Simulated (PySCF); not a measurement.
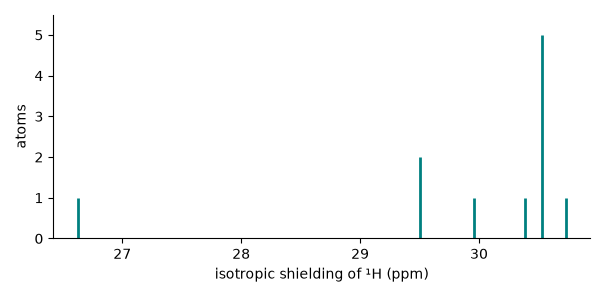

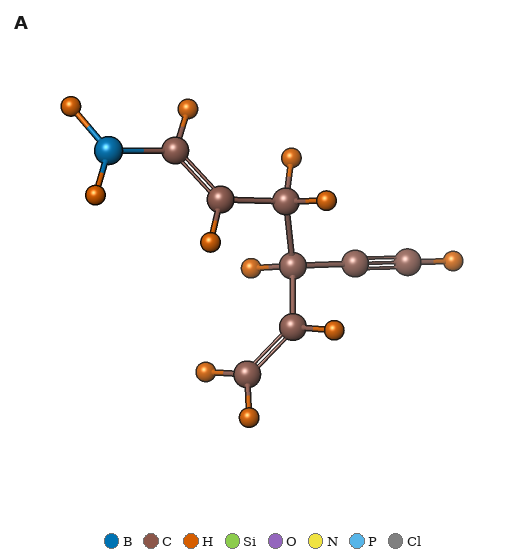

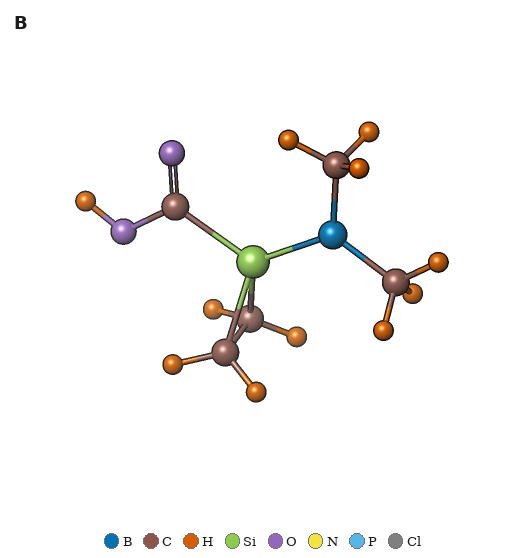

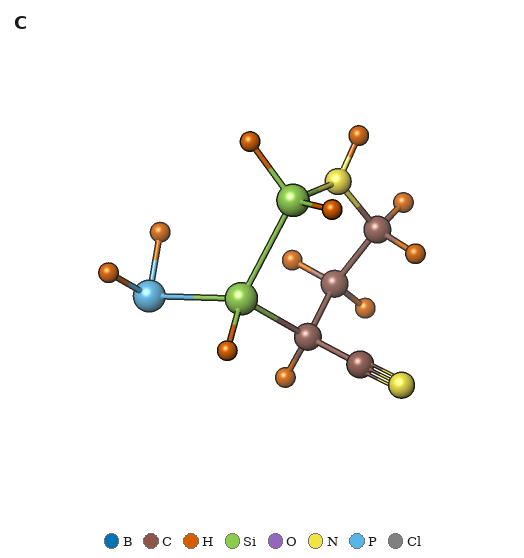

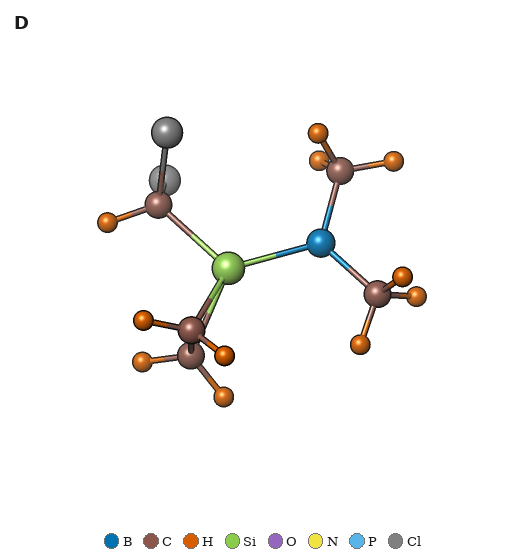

The sticks are computed shieldings of one of the molecules, for one fixed geometry (GFN2-xTB) without averaging over rotations. Low shielding means a high chemical shift. Method: GIAO PBE0/pcSseg-1 NMR shielding, non-relativistic, gas phase (PySCF 2.14.0).

> Match the spectrum to a structure.

D, `CB(C)[Si]1(C(Cl)Cl)CC1`. Its 11 H atoms give lines at 26.62, 29.50 (2 atoms), 29.96, 30.39, 30.53 (5 atoms), 30.73 ppm.

The geometry is semi-empirical. Around B, P, Si such bond lengths and angles can be off by a tenth of an ångström or more and by several degrees, and values that hang on the shape move with them.
